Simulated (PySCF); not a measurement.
## A study: CHBr₃, SMILES `BrC(Br)Br`

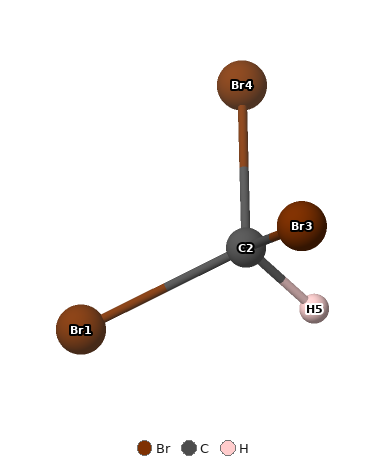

The molecule, with its atoms numbered as below. No frequency check shows the geometry to be a minimum.

Geometry (Å), atoms numbered from 1:

```
Br1      1.7823   -0.4773   -0.0475
C2       0.0000    0.0000    0.5568
Br3     -1.3046   -1.3049   -0.0475
Br4     -0.4778    1.7822   -0.0475
H5      -0.0001   -0.0002    1.6460
```

### 1. Bonding charge

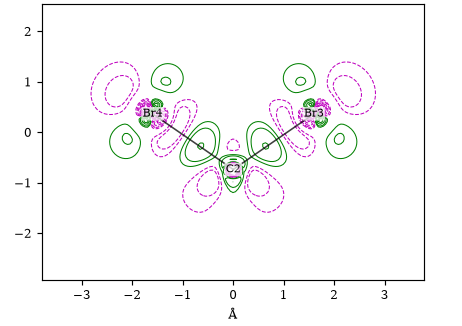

Deformation density (molecule less spherical, spin-averaged free atoms) in the plane of C2, Br3 and Br4; contours at ±0.05 to ±0.8 e/Å³; solid green lines: gain, dashed magenta lines: loss.

Computed with PySCF, PBE0/def2-TZVP, geometry: GFN2-xTB.

> How much density has each bond in this plane gained at its critical point, relative to the free atoms?

C2–Br4 and C2–Br3: +0.19 e/Å³ at the bond critical point (bond length 1.94 Å, Mayer order 1.1). In all, 1.2 electrons gather in the regions of gain relative to the promolecule.

### 2. Bond critical points

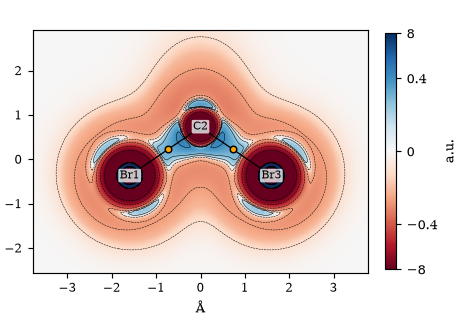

Negative Laplacian of the density (−∇²ρ) in the plane of Br1, C2 and Br3 (blue positive, red negative, colour scale in a.u., logarithmic beyond ±0.04), with bond paths and bond critical points (dots).

> Sort the bonds in the plane by the sign of ∇²ρ at their critical points.

Concentrated (∇²ρ < 0): Br1–C2 and C2–Br3 (−0.15 a.u.). At none is it depleted.

> Where along Br1–C2 does the critical point lie?

1.05 Å from Br1 and 0.89 Å from C2.

### 3. Local ionisation energy

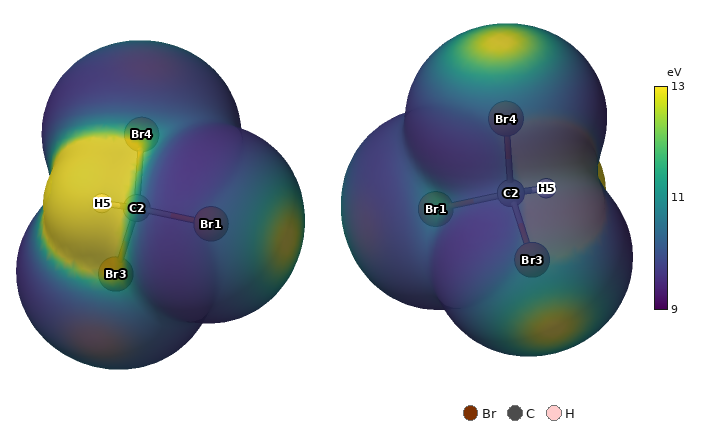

Average local ionisation energy on the surface of electron density 0.001 a.u. (back view left, front view right).

> Locate the minima of the map.

The lowest value is 9.5 eV, 2.3 Å from Br1, and at like points elsewhere. For comparison, the highest occupied orbital lies at −8.1 eV.

### 4. In an electric field

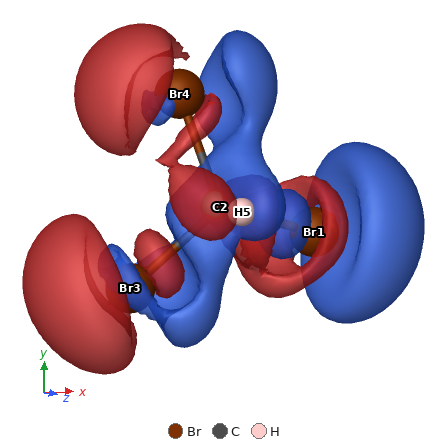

Change of the electron density in a uniform field of 0.21 V/Å, surfaces at ±0.0015 e/Å³ (blue: gain, red: loss).

Computed with PySCF, PBE0/def2-TZVP, geometry: GFN2-xTB. A basis without diffuse functions makes polarisabilities too small.

The field was applied in both directions; the picture shows the one opposite to the script's first.

> Along which Cartesian direction does the field point?

Along −x: electrons gather on the +x side, against the field.

> What dipole is induced, and what polarisability does it imply?

The induced dipole is 0.83 D (along the field); α along this axis, from the fields in both directions, is 81 bohr³ (12.0 Å³).

### 5. Removing or adding an electron

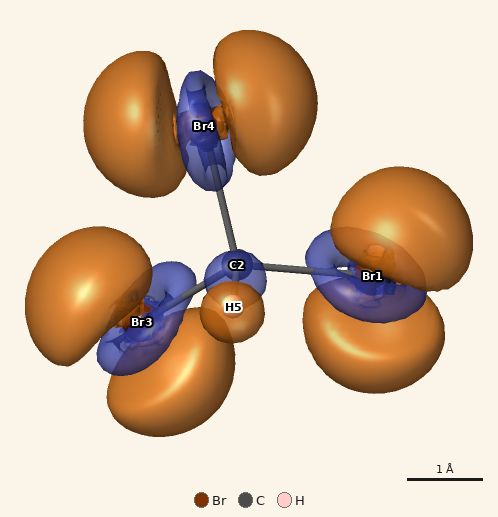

Fukui function f⁻ = ρ(N) − ρ(N−1) at fixed geometry, surfaces at ±0.015 e/Å³ (orange positive, blue negative).

Method: PBE0/def2-TZVP; geometry: GFN2-xTB; program: PySCF.

> On which atoms does the density change most on removal of an electron?

f⁻ (Hirshfeld-condensed) is largest on Br1, Br3 and Br4 (0.32 each); the vertical ionisation energy is 10.13 eV (the stability of the cation's solution wasn't checked). Condensed values hint at sites of electrophilic attack but needn't mark the atom that reacts. Orbital relaxation makes it negative in places (0.10 e in all).

```json
{"atom": "Br1", "f⁻": "+0.32", "charge": "−0.02"}
{"atom": "C2", "f⁻": "+0.02", "charge": "−0.01"}
{"atom": "Br3", "f⁻": "+0.32", "charge": "−0.02"}
{"atom": "Br4", "f⁻": "+0.32", "charge": "−0.02"}
{"atom": "H5", "f⁻": "+0.03", "charge": "+0.06"}
```

The PySCF runs shown took 39 s, 110 s and 2 min on 1 thread of Arm Neoverse N1 (shared host).
